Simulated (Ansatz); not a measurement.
**BrH2MgNSi: density, localisation and related maps**

Input

```
crystal:
  periodic: [false, false, false]
  atoms:
    - {symbol: Br, position_ang: [2.135088, 0.624385, -0.182509]}
    - {symbol: Mg, position_ang: [-0.180651, 0.693362, 1.106243]}
    - {symbol: N, position_ang: [1.070122, 0.593666, 2.674797]}
    - {symbol: Si, position_ang: [2.684956, 0.532700, 2.234721]}
    - {symbol: H, position_ang: [0.860346, 0.575787, 3.672832]}
    - {symbol: H, position_ang: [-1.777373, 0.781503, 0.531545]}
basis:
  gaussian:
    orbitals: def2-TZVPD
total_charge: 0
hamiltonian:
  xc: pbe0
output:
  forces: true
  orbitals: {seedname: orbitals}
```

Launched as:

```sh
ansatz run input.yaml --threads 2 --pin off --max-ram 4350MiB --events-out events.jsonl --progress --plain --runs-dir runs
```

Geometry: PBE0-D3(BJ)/def2-SVP.

Method: isolated molecule in a Gaussian basis; Kohn-Sham density functional theory, functional PBE0 (Ansatz).

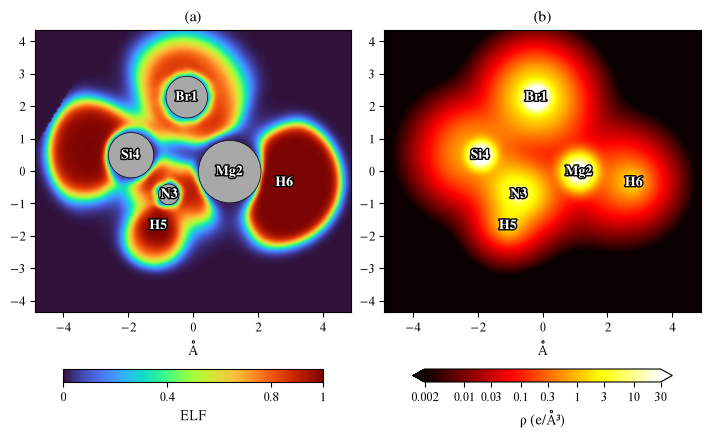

Figure 1. (a) electron localisation function; (b) electron density on the molecular plane. Grey discs cover the atomic cores in the ELF map.

Question: Interpret the plot.

Answer: Atoms in the plane: Br, Mg, N, Si and H.
Si–N (1.67 Å): ρ is about 1.2 e/Å³ halfway; the ELF peaks at about 0.90 between the atoms: a shared but strongly polarised pair.
Mg–N (2.01 Å): ρ is about 0.45 e/Å³ halfway; the ELF peaks at about 0.90 in the valence shell of N, 0.7 Å from its nucleus, and falls to about 0.05 next to Mg; an ionic contact with no shared pair.
Si–Br (2.48 Å): ρ at the midpoint is about 0.48 e/Å³, with its minimum of 0.39 e/Å³ about 0.9 Å from Si; the ELF peaks at about 0.80 between the atoms (a polar covalent bond).
Mg–Br (2.65 Å): ρ is about 0.29 e/Å³ halfway; the ELF peaks at about 0.85 in the valence shell of Br, 1.1 Å from its nucleus, and falls to about 0.05 next to Mg (a largely ionic contact).
N–H (1.02 Å): ρ at the midpoint is about 2.8 e/Å³; the ELF climbs to about 1 towards the hydrogen, as it does in any bond to H: a covalent bond by its length.
The ELF also peaks beside Si4, away from the bonds: lone-pair regions.

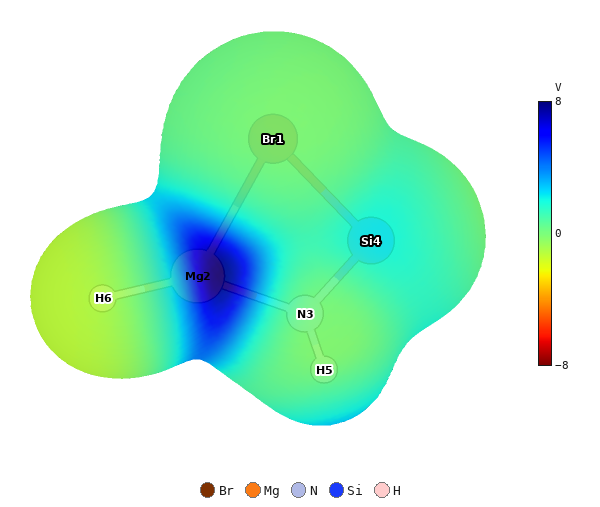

Figure 2. The molecular electrostatic potential painted on the density surface at 0.004 e/bohr³, seen at a tilt; the colour scale runs from red (negative) to blue (positive).

Question: Which sites attract a positive test charge, and which a negative one?

Answer: A positive charge is drawn to the negative regions and a negative charge to the positive ones. The most negative region (about −1.3 V) lies over H6, the most positive (about +7.6 V) over Mg2.

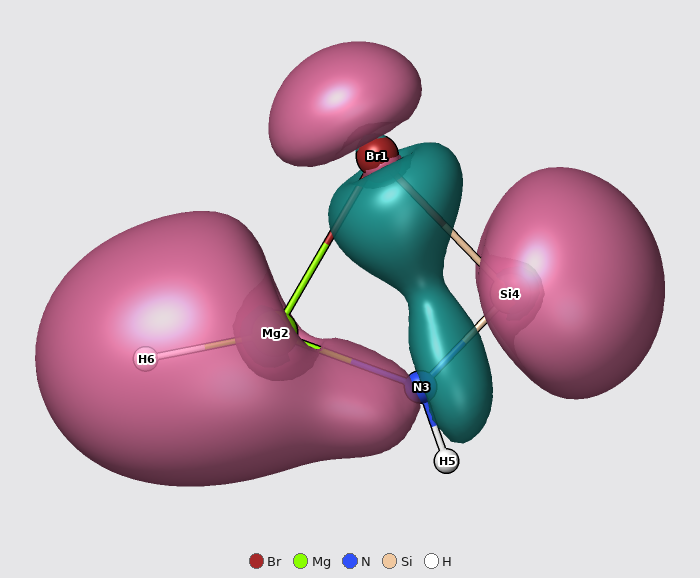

Figure 3. The HOMO−1 at ±0.06 Å⁻³ᐟ² (teal and pink are the two phases), seen across its widest extent.

Question: Where does this orbital lie, and at what energy?

Answer: By Hirshfeld shares it lies mainly on H6 (about 35 %), Mg2 (about 25 %), Si4 (about 25 %) and Br1 (about 10 %); it is symmetric in the molecular plane (an in-plane orbital: σ, lone-pair or in-plane π type). Its energy is −7.72 eV.
